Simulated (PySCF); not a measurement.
Saddle-point search, with input and output: C$_{2}$H$_{4}$NSi (charge −1) (part 3 of 4)

Continued. System: C$_{2}$H$_{4}$NSi, charge −1. Method: HF/LANL2DZ, RHF, dispersion D4, core potentials lanl2dz (PySCF 2.14.0). 

Geometry of the input (Å):
```
C  0.2791  1.8539  -1.1894
C  0.1775  1.0834  -0.2607
Si 0.5512  -0.1699  1.0814
N  -0.1004  -1.7242  0.4693
H  0.3019  2.5461  -1.9946
H  -0.8528  0.9799  1.2378
H  0.4345  -2.0671  -0.3206
H  -1.0743  -1.6950  0.1685
```

## The program's output, continued
```
--------------- DFRHF_Scanner gradients ---------------
         x                y                z
0 C     0.0021201372    -0.0012976665    -0.0010791980
1 C    -0.0035855229     0.0012441269     0.0014401791
2 Si     0.0102828792    -0.0035924034     0.0005570558
3 N     0.0047468129    -0.0031178108     0.0029526477
4 H    -0.0011294953     0.0005902495     0.0003776631
5 H    -0.0084623556     0.0040575323    -0.0016247688
6 H    -0.0029378794     0.0011500844    -0.0006436586
7 H    -0.0010345761     0.0009658877    -0.0019799203
----------------------------------------------
cycle 18: E = -136.177146098  dE = -0.000929933  norm(grad) = 0.0171032
Step   17 : Displace = 2.884e-02/5.325e-02 (rms/max) Trust = 3.000e-02 (=) Grad = 6.047e-03/1.091e-02 (rms/max) E (change) = -136.1771460985 (-9.299e-04) Quality = 0.994
Hessian Eigenvalues:  -2.192e-02 -5.937e-04 -1.288e-05 -6.438e-08  5.490e-09  2.400e-08  4.912e-04
 3.446e-02  4.038e-02  6.323e-02  7.033e-02  8.329e-02    .....    4.594e-01  4.789e-01  1.157e+00

Geometry optimization cycle 19
Cartesian coordinates (Angstrom)
 Atom        New coordinates             dX        dY        dZ
   C   0.421322   1.839358  -1.403032   -0.000371  0.008470 -0.006583
   C   0.319618   1.163247  -0.391982   -0.010189  0.007584 -0.008391
  Si   0.298104   0.099790   1.239964   -0.021825  0.014563 -0.006796
   N   0.038037  -1.547277   0.414249    0.002257  0.011686 -0.005319
   H   0.478468   2.436754  -2.268896    0.023669  0.002561 -0.009386
   H  -1.203723   0.424807   1.528743   -0.006969 -0.018552  0.009232
   H   0.168769  -1.571451  -0.580133   -0.024216  0.006605 -0.008153
   H  -0.803941  -2.038184   0.652700    0.037646 -0.032918  0.035392
converged SCF energy = -136.177764683108
--------------- DFRHF_Scanner gradients ---------------
         x                y                z
0 C     0.0013281100    -0.0009294032    -0.0005962361
1 C    -0.0019666439     0.0009685507     0.0006779857
2 Si     0.0051335621    -0.0015541313     0.0002597974
3 N     0.0038209631    -0.0025451723     0.0021454286
4 H    -0.0007416212     0.0003819325     0.0002323351
5 H    -0.0043939959     0.0019865845    -0.0008492174
6 H    -0.0021880064     0.0007744222    -0.0003273671
7 H    -0.0009923679     0.0009172167    -0.0015427263
----------------------------------------------
cycle 19: E = -136.177764683  dE = -0.000618585  norm(grad) = 0.00985852
Step   18 : Displace = 2.850e-02/5.475e-02 (rms/max) Trust = 3.000e-02 (=) Grad = 3.486e-03/5.370e-03 (rms/max) E (change) = -136.1777646831 (-6.186e-04) Quality = 0.997
Hessian Eigenvalues:  -2.271e-02 -5.900e-04 -1.288e-05 -6.438e-08  5.490e-09  2.400e-08  4.913e-04
 3.298e-02  4.090e-02  6.358e-02  7.203e-02  8.337e-02    .....    4.594e-01  4.789e-01  1.157e+00

Geometry optimization cycle 20
Cartesian coordinates (Angstrom)
 Atom        New coordinates             dX        dY        dZ
   C   0.417728   1.853894  -1.409608   -0.003594  0.014536 -0.006576
   C   0.306415   1.171335  -0.404292   -0.013203  0.008088 -0.012310
  Si   0.278191   0.112017   1.227867   -0.019913  0.012227 -0.012097
   N   0.031092  -1.535007   0.408418   -0.006945  0.012270 -0.005831
   H   0.505925   2.445859  -2.276533    0.027457  0.009105 -0.007638
   H  -1.206895   0.411536   1.540970   -0.003172 -0.013271  0.012227
   H   0.149723  -1.578875  -0.585273   -0.019047 -0.007424 -0.005139
   H  -0.765524  -2.073715   0.690059    0.038417 -0.035531  0.037359
converged SCF energy = -136.178168100339
--------------- DFRHF_Scanner gradients ---------------
         x                y                z
0 C     0.0001344071    -0.0003849242     0.0002930990
1 C    -0.0003061242     0.0007974033    -0.0003859490
2 Si     0.0002779290    -0.0001140346    -0.0001631605
3 N     0.0021348763    -0.0017158983     0.0012055356
4 H    -0.0001012743     0.0000071292     0.0000436751
5 H    -0.0003887085     0.0001355602    -0.0002517613
6 H    -0.0011580096     0.0004727960     0.0001724587
7 H    -0.0005930959     0.0008019684    -0.0009138976
----------------------------------------------
cycle 20: E = -136.1781681  dE = -0.000403417  norm(grad) = 0.00372455
Step   19 : Displace = 2.990e-02/5.856e-02 (rms/max) Trust = 3.000e-02 (=) Grad = 1.317e-03/2.993e-03 (rms/max) E (change) = -136.1781681003 (-4.034e-04) Quality = 0.969
Hessian Eigenvalues:  -2.510e-02 -5.610e-04 -1.286e-05 -6.438e-08  5.490e-09  2.400e-08  4.913e-04
 2.736e-02  4.208e-02  6.399e-02  7.496e-02  8.351e-02    .....    4.593e-01  4.788e-01  1.157e+00

Geometry optimization cycle 21
Cartesian coordinates (Angstrom)
 Atom        New coordinates             dX        dY        dZ
   C   0.414821   1.864280  -1.410167   -0.002907  0.010387 -0.000559
   C   0.301459   1.175237  -0.409557   -0.004957  0.003901 -0.005265
  Si   0.273835   0.111955   1.220396   -0.004356 -0.000063 -0.007471
   N   0.017599  -1.529200   0.402830   -0.013493  0.005807 -0.005588
   H   0.510805   2.458600  -2.274736    0.004879  0.012742  0.001798
   H  -1.201601   0.409769   1.551736    0.005294 -0.001767  0.010766
   H   0.159505  -1.596432  -0.585280    0.009782 -0.017558 -0.000007
   H  -0.759756  -2.087162   0.696399    0.005769 -0.013447  0.006340
converged SCF energy = -136.178276405623
--------------- DFRHF_Scanner gradients ---------------
         x                y                z
0 C    -0.0002472202    -0.0002703222     0.0006491142
1 C     0.0003705366     0.0007241028    -0.0008354776
2 Si    -0.0015106029    -0.0000965312    -0.0002160393
3 N     0.0009232630    -0.0008995592     0.0004962424
4 H     0.0000776651    -0.0000545264    -0.0000495433
5 H     0.0010415250    -0.0004135600    -0.0001244606
6 H    -0.0005716181     0.0003629513     0.0004473084
7 H    -0.0000835485     0.0006474449    -0.0003671442
----------------------------------------------
cycle 21: E = -136.178276406  dE = -0.000108305  norm(grad) = 0.00294334
Step   20 : Displace = 1.334e-02/2.049e-02 (rms/max) Trust = 3.000e-02 (=) Grad = 1.041e-03/1.529e-03 (rms/max) E (change) = -136.1782764056 (-1.083e-04) Quality = 0.733
Hessian Eigenvalues:  -2.501e-02 -5.788e-04 -6.494e-08  3.417e-09  2.372e-08  6.277e-07  5.277e-04
 1.244e-02  4.227e-02  6.401e-02  7.802e-02  8.377e-02    .....    4.588e-01  4.783e-01  1.156e+00

Geometry optimization cycle 22
Cartesian coordinates (Angstrom)
 Atom        New coordinates             dX        dY        dZ
   C   0.405926   1.867964  -1.412620   -0.008895  0.003683 -0.002452
   C   0.298256   1.176863  -0.412420   -0.003203  0.001626 -0.002863
  Si   0.283652   0.110273   1.215862    0.009817 -0.001682 -0.004535
   N   0.007109  -1.525122   0.399667   -0.010490  0.004078 -0.003164
   H   0.495909   2.464012  -2.276623   -0.014896  0.005411 -0.001887
   H  -1.190105   0.418243   1.565424    0.011496  0.008474  0.013688
   H   0.181558  -1.616621  -0.580847    0.022053 -0.020189  0.004433
   H  -0.765570  -2.088550   0.693226   -0.005814 -0.001389 -0.003173
converged SCF energy = -136.17832662807
--------------- DFRHF_Scanner gradients ---------------
         x                y                z
0 C    -0.0001890350     0.0000120562     0.0002046864
1 C     0.0002622135     0.0001929706    -0.0002832990
2 Si    -0.0001723719    -0.0004176829    -0.0001609999
3 N     0.0003113547    -0.0001898358    -0.0000105287
4 H     0.0000740802    -0.0000484953    -0.0000180268
5 H    -0.0001584953     0.0000499367     0.0000129563
6 H    -0.0002682448     0.0001749552     0.0001868701
7 H     0.0001404986     0.0002260953     0.0000683416
----------------------------------------------
cycle 22: E = -136.178326628  dE = -5.02224e-05  norm(grad) = 0.000936041
Step   21 : Displace = 1.419e-02/3.198e-02 (rms/max) Trust = 3.000e-02 (=) Grad = 3.309e-04/4.797e-04 (rms/max) E (change) = -136.1783266281 (-5.022e-05) Quality = 0.709
Hessian Eigenvalues:  -2.569e-02 -5.847e-04 -6.441e-08  5.376e-09  2.398e-08  1.283e-04  5.195e-04
 9.961e-03  4.218e-02  6.391e-02  7.822e-02  8.380e-02    .....    4.585e-01  4.780e-01  1.156e+00

Geometry optimization cycle 23
Cartesian coordinates (Angstrom)
 Atom        New coordinates             dX        dY        dZ
   C   0.404461   1.861465  -1.421175   -0.001465 -0.006499 -0.008555
   C   0.297246   1.176026  -0.416595   -0.001010 -0.000837 -0.004176
  Si   0.285574   0.116509   1.215307    0.001922  0.006236 -0.000555
   N   0.003451  -1.519662   0.403900   -0.003658  0.005459  0.004233
   H   0.487527   2.456018  -2.286976   -0.008382 -0.007994 -0.010353
   H  -1.187234   0.429926   1.568057    0.002871  0.011683  0.002632
   H   0.187346  -1.622820  -0.573702    0.005788 -0.006199  0.007145
   H  -0.761610  -2.090386   0.702847    0.003959 -0.001835  0.009621
converged SCF energy = -136.178330565161
--------------- DFRHF_Scanner gradients ---------------
         x                y                z
0 C     0.0002180440     0.0001531154    -0.0005220732
1 C    -0.0000521645    -0.0003606788     0.0005936817
2 Si     0.0002446221    -0.0001869325    -0.0000812350
3 N     0.0000559006     0.0001284698    -0.0001307009
4 H    -0.0001047406     0.0001115750     0.0000146289
5 H    -0.0003840122     0.0001725531     0.0000300069
6 H    -0.0000975712     0.0000085590    -0.0000323561
7 H     0.0001199218    -0.0000266609     0.0001280476
----------------------------------------------
cycle 23: E = -136.178330565  dE = -3.93709e-06  norm(grad) = 0.00110037
Step   22 : Displace = 4.637e-03/7.190e-03 (rms/max) Trust = 3.000e-02 (=) Grad = 3.890e-04/6.966e-04 (rms/max) E (change) = -136.1783305652 (-3.937e-06) Quality = 0.622
Hessian Eigenvalues:  -2.495e-02 -9.092e-04 -6.440e-08  5.367e-09  2.398e-08  1.601e-04  2.283e-04
 1.052e-02  4.485e-02  6.404e-02  7.866e-02  8.399e-02    .....    4.584e-01  4.780e-01  1.158e+00

Geometry optimization cycle 24
Cartesian coordinates (Angstrom)
 Atom        New coordinates             dX        dY        dZ
   C   0.405849   1.861318  -1.420483    0.001389 -0.000146  0.000691
   C   0.297143   1.176352  -0.415993   -0.000103  0.000326  0.000602
  Si   0.282779   0.117454   1.216127   -0.002795  0.000945  0.000820
   N   0.003608  -1.519203   0.403867    0.000157  0.000460 -0.000033
   H   0.494355   2.452991  -2.287628    0.006828 -0.003027 -0.000652
   H  -1.190989   0.430046   1.566036   -0.003755  0.000120 -0.002021
   H   0.182894  -1.619398  -0.574954   -0.004451  0.003422 -0.001253
   H  -0.758905  -2.092488   0.704669    0.002705 -0.002103  0.001822
converged SCF energy = -136.178328758295
--------------- DFRHF_Scanner gradients ---------------
         x                y                z
0 C    -0.0000229077     0.0001290392    -0.0001561493
1 C     0.0000293588    -0.0001630087     0.0002164615
2 Si     0.0003200497    -0.0001113040    -0.0000882934
3 N     0.0000490120     0.0000542730    -0.0000626787
4 H     0.0000190191    -0.0000172298     0.0000098032
5 H    -0.0003834006     0.0001353330     0.0000442613
6 H    -0.0000663212     0.0000058357    -0.0000407731
7 H     0.0000551899    -0.0000329383     0.0000773685
----------------------------------------------
cycle 24: E = -136.178328758  dE = 1.80687e-06  norm(grad) = 0.000657249
Step   23 : Displace = 3.415e-03/6.625e-03 (rms/max) Trust = 3.000e-02 (=) Grad = 2.324e-04/4.090e-04 (rms/max) E (change) = -136.1783287583 (+1.807e-06) Quality = -0.632
Rejecting step - quality is lower than 0.0
Hessian Eigenvalues:  -2.495e-02 -9.092e-04 -6.440e-08  5.367e-09  2.398e-08  1.601e-04  2.283e-04
 1.052e-02  4.485e-02  6.404e-02  7.866e-02  8.399e-02    .....    4.584e-01  4.780e-01  1.158e+00

Geometry optimization cycle 25
Cartesian coordinates (Angstrom)
 Atom        New coordinates             dX        dY        dZ
   C   0.403926   1.862680  -1.419644   -0.001924  0.001361  0.000840
   C   0.296460   1.176858  -0.415631   -0.000683  0.000507  0.000363
  Si   0.284403   0.116355   1.215692    0.001623 -0.001099 -0.000435
   N   0.004125  -1.519629   0.402744    0.000517 -0.000426 -0.001124
   H   0.489844   2.455887  -2.286013   -0.004512  0.002896  0.001615
   H  -1.188516   0.427949   1.567631    0.002474 -0.002097  0.001595
   H   0.185686  -1.620615  -0.575546    0.002792 -0.001217 -0.000591
   H  -0.759171  -2.092413   0.702431   -0.000265  0.000075 -0.002238
converged SCF energy = -136.178330295004
--------------- DFRHF_Scanner gradients ---------------
         x                y                z
0 C     0.0000482647     0.0000297349    -0.0001181260
1 C     0.0000257286    -0.0000960310     0.0001535268
2 Si     0.0001910163    -0.0001110158    -0.0000294722
3 N     0.0000333353     0.0000952373    -0.0000922042
4 H    -0.0000267921     0.0000184322     0.0000175871
5 H    -0.0002683270     0.0001058325     0.0000002022
6 H    -0.0000833633     0.0000114632    -0.0000357255
7 H     0.0000801376    -0.0000536533     0.0001042118
----------------------------------------------
cycle 25: E = -136.178330295  dE = -1.53671e-06  norm(grad) = 0.000481736
Step   24 : Displace = 1.853e-03/3.364e-03 (rms/max) Trust = 1.707e-03 (x) Grad = 1.703e-04/2.884e-04 (rms/max) E (change) = -136.1783302950 (+2.702e-07) Quality = 0.531
Hessian Eigenvalues:  -1.341e-02 -1.177e-03 -6.440e-08  5.388e-09  2.398e-08  1.536e-04  3.867e-04
 1.007e-02  4.937e-02  6.401e-02  7.290e-02  8.319e-02    .....    4.585e-01  4.780e-01  1.157e+00

Geometry optimization cycle 26
Cartesian coordinates (Angstrom)
 Atom        New coordinates             dX        dY        dZ
   C   0.405336   1.864164  -1.416652    0.001410  0.001484  0.002992
   C   0.296517   1.177323  -0.413496    0.000057  0.000464  0.002135
  Si   0.282304   0.114755   1.216575   -0.002099 -0.001600  0.000883
   N   0.004654  -1.520353   0.400318    0.000529 -0.000724 -0.002425
   H   0.491639   2.458720  -2.282103    0.001795  0.002833  0.003910
   H  -1.190102   0.424922   1.566496   -0.001586 -0.003027 -0.001135
   H   0.184074  -1.617613  -0.578751   -0.001612  0.003001 -0.003206
   H  -0.757673  -2.094850   0.699281    0.001498 -0.002437 -0.003150
converged SCF energy = -136.17832928296
--------------- DFRHF_Scanner gradients ---------------
         x                y                z
0 C     0.0000962706    -0.0000283040    -0.0000942799
1 C    -0.0000032065    -0.0000457724     0.0000986068
2 Si    -0.0001235281    -0.0000164694     0.0000797222
3 N     0.0000415145     0.0000227854    -0.0000879709
4 H    -0.0000496852     0.0000518572    -0.0000008116
5 H     0.0000538132     0.0000283824    -0.0000512563
6 H    -0.0000797148     0.0000228893    -0.0000122760
7 H     0.0000645363    -0.0000353685     0.0000682655
----------------------------------------------
cycle 26: E = -136.178329283  dE = 1.01204e-06  norm(grad) = 0.00030207
Step   25 : Displace = 1.566e-03/3.413e-03 (rms/max) Trust = 1.707e-03 (=) Grad = 1.068e-04/1.479e-04 (rms/max) E (change) = -136.1783292830 (+1.012e-06) Quality = 0.273
Hessian Eigenvalues:  -1.310e-02 -4.238e-04 -6.440e-08  5.389e-09  2.399e-08  1.340e-04  3.812e-04
 1.122e-02  5.062e-02  6.398e-02  7.985e-02  8.316e-02    .....    4.585e-01  4.780e-01  1.159e+00

Geometry optimization cycle 27
Cartesian coordinates (Angstrom)
 Atom        New coordinates             dX        dY        dZ
   C   0.405274   1.864901  -1.415904   -0.000061  0.000737  0.000748
   C   0.296356   1.177643  -0.413108   -0.000162  0.000320  0.000388
  Si   0.282252   0.114400   1.216474   -0.000051 -0.000355 -0.000101
   N   0.004631  -1.520455   0.399677   -0.000024 -0.000102 -0.000641
   H   0.492916   2.459046  -2.281458    0.001276  0.000326  0.000644
   H  -1.190844   0.424382   1.566383   -0.000743 -0.000540 -0.000113
   H   0.183126  -1.617224  -0.579612   -0.000948  0.000389 -0.000860
   H  -0.756963  -2.095626   0.699216    0.000710 -0.000776 -0.000065
converged SCF energy = -136.178329018106
--------------- DFRHF_Scanner gradients ---------------
         x                y                z
0 C     0.0000275215    -0.0000174016    -0.0000099955
1 C     0.0000060370     0.0000091117     0.0000151738
2 Si     0.0000724359    -0.0000347150     0.0000392795
3 N     0.0000166149     0.0000130901    -0.0000679074
4 H    -0.0000110899     0.0000048434     0.0000080153
5 H    -0.0000978751     0.0000462293    -0.0000327567
6 H    -0.0000714535     0.0000190986    -0.0000115414
7 H     0.0000578092    -0.0000402565     0.0000597324
----------------------------------------------
cycle 27: E = -136.178329018  dE = 2.64854e-07  norm(grad) = 0.000204201
```

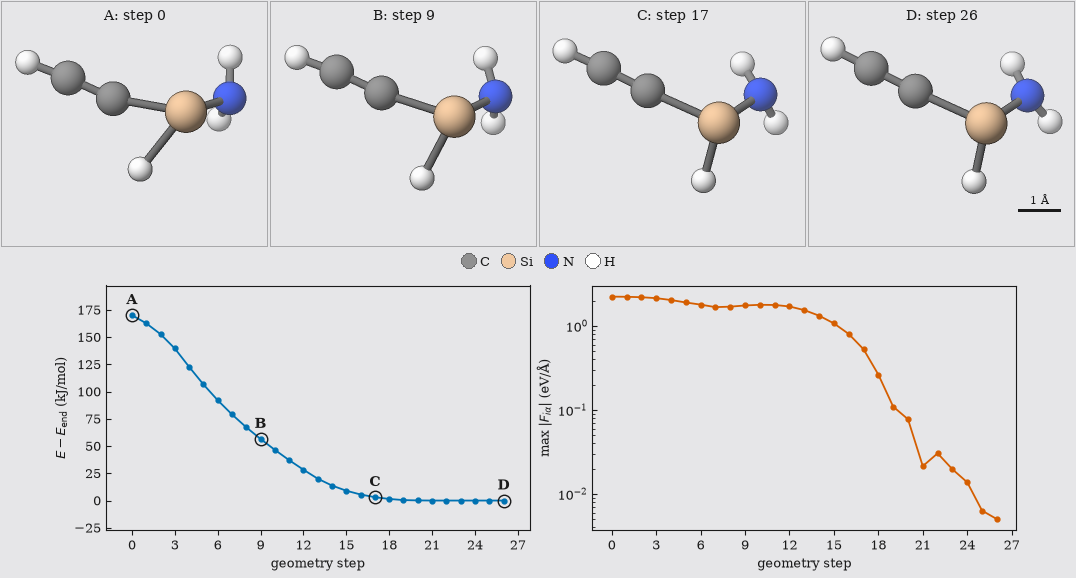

**Figure 1.** Frames of the saddle-point search (ball-and-stick view, seen at a tilt) above the curves, on which the letters mark them (steps are counted from 0).

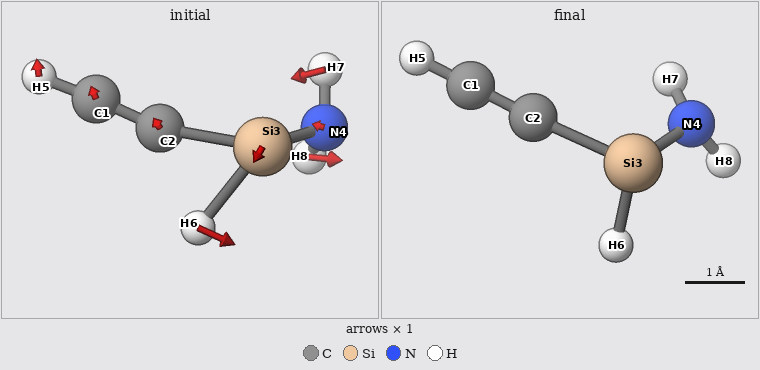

**Figure 2.** Before (left) and after (right) the saddle-point search, at one scale (ball-and-stick view, seen at a tilt). The red arrows give the displacements, at true length. The atom that moves furthest after the best rigid fit is H6 (0.72 Å). Largest moves by element: H 0.72 Å, Si 0.32 Å, C 0.25 Å, N 0.23 Å. Distances before and after: Si3–H6 1.821 → 1.545 Å, C2–Si3 1.874 → 1.946 Å, Si3–N4 1.793 → 1.849 Å, N4–H8 1.020 → 1.000 Å. Among the angles that change: C2–Si3–H6 59.0° → 95.0°, C1–C2–Si3 163.3° → 175.1°, N4–Si3–H6 107.2° → 97.7°. After 26 geometry steps the energy has fallen by 170.1 kJ/mol. The largest force component goes from 2.2 to 0.005 eV/Å. (Atoms are counted from 1 in the order of the input.)

```
Step   26 : Displace = 7.363e-04/1.261e-03 (rms/max) Trust = 7.828e-04 (-) Grad = 7.220e-05/1.131e-04 (rms/max) E (change) = -136.1783290181 (+2.649e-07) Quality = 0.155
Hessian Eigenvalues:  -1.310e-02 -4.238e-04 -6.440e-08  5.389e-09  2.399e-08  1.340e-04  3.812e-04
 1.122e-02  5.062e-02  6.398e-02  7.985e-02  8.316e-02    .....    4.585e-01  4.780e-01  1.159e+00
Converged! =D

converged: True
C           0.40527449        1.86490120       -1.41590385
C           0.29635566        1.17764285       -0.41310761
Si          0.28225241        0.11439962        1.21647407
N           0.00463059       -1.52045462        0.39967729
H           0.49291555        2.45904553       -2.28145842
H          -1.19084437        0.42438188        1.56638266
H           0.18312647       -1.61722405       -0.57961164
H          -0.75696265       -2.09562588        0.69921618
converged SCF energy = -136.178329018114
Final energy -136.17832901811434
```
